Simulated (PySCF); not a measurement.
## Electronic structure of C₃H₉FN₂Si in real space

Input file:

```
{"job": {"kind": "nmr", "xc": "PBE0", "basis": "pcSseg-1"}, "charge": 0, "multiplicity": 1}
N      1.240749     1.742750    -0.421418
Si     0.688947     0.163769    -0.018914
N      2.089196    -0.707997     0.475614
C     -0.665532    -0.500651    -1.200566
C     -1.721791    -0.468753    -0.076703
C     -0.836979    -0.130121     1.134766
F     -1.314020     0.976003     1.831179
H      0.544563     2.443456    -0.620943
H      1.965261     2.138033     0.156507
H      2.936047    -0.561194    -0.047857
H      1.996432    -1.679965     0.719682
H     -0.936103     0.109149    -2.058514
H     -0.496343    -1.510773    -1.568177
H     -2.443952     0.331430    -0.230555
H     -2.265893    -1.404980     0.037693
H     -0.788181    -0.931211     1.876796
```

Launched as:

```sh
OMP_NUM_THREADS=1 python probes_run.py task.json out
```

Geometry: GFN2-xTB.

These are results of PySCF, PBE0/pcSseg-1, SCF density, gas phase, non-relativistic, not measurements.

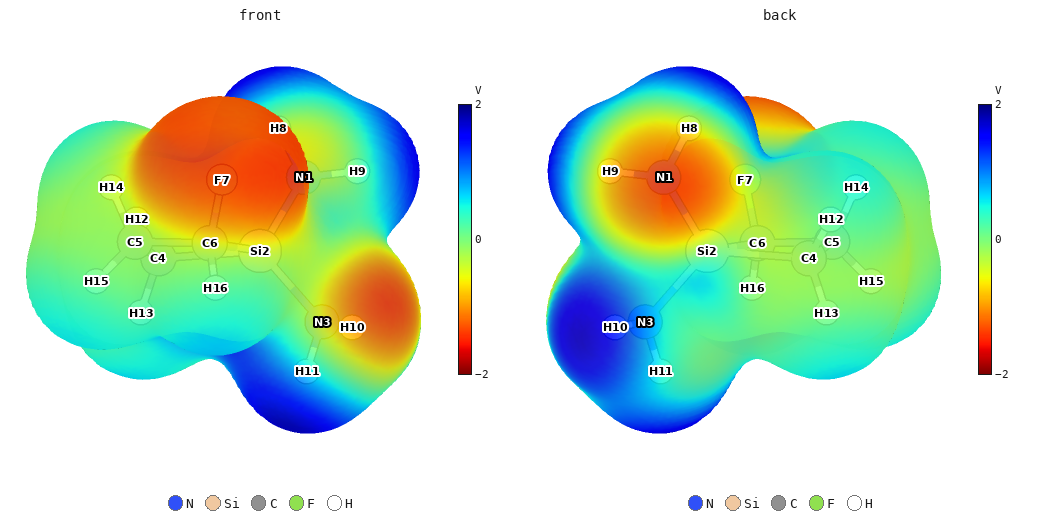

Figure 1. The electrostatic potential painted on the density surface at 0.002 e/bohr³, seen from the front and from behind; the colour scale runs from red (negative) to blue (positive).

Q: Where is the surface potential most negative and most positive?

A: The most negative region (about −1.4 V) lies over F7, the most positive (about +1.7 V) over H11.

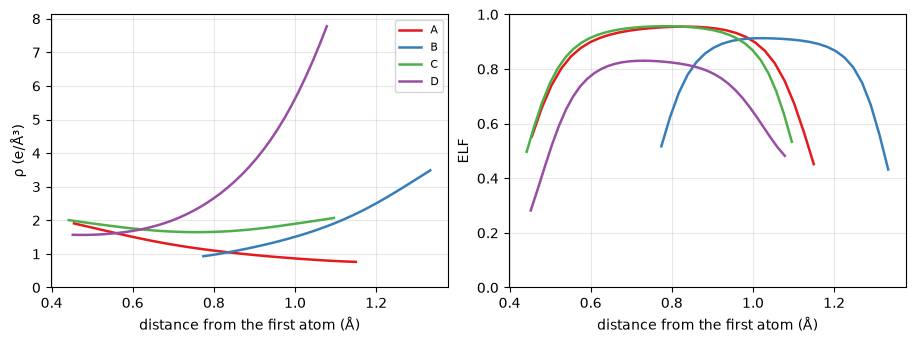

Figure 2. Electron density and ELF along straight lines between neighbouring atoms. The curves leave out the atomic cores.

Q: Which curve belongs to which contact (C–C, C–F, C–Si and Si–N)? The first atom named is at distance zero.

A: Curve A: C–Si (1.92 Å): ρ at the midpoint is about 0.9 e/Å³; the ELF peaks at about 0.95 between the atoms (localised, covalent bonding). Curve B: Si–N (1.72 Å): ρ is about 1.1 e/Å³ halfway; the ELF peaks at about 0.90 between the atoms, as expected for a polar covalent bond. Curve C: C–C (1.54 Å): ρ is about 1.6 e/Å³ halfway; the ELF peaks at about 0.95 between the atoms, as expected for a shared electron pair. Curve D: C–F (1.39 Å): the density is about 2 e/Å³ at the midpoint, with its minimum of 1.6 e/Å³ about 0.5 Å from C; the ELF peaks at about 0.85 between the atoms (a polar covalent bond).
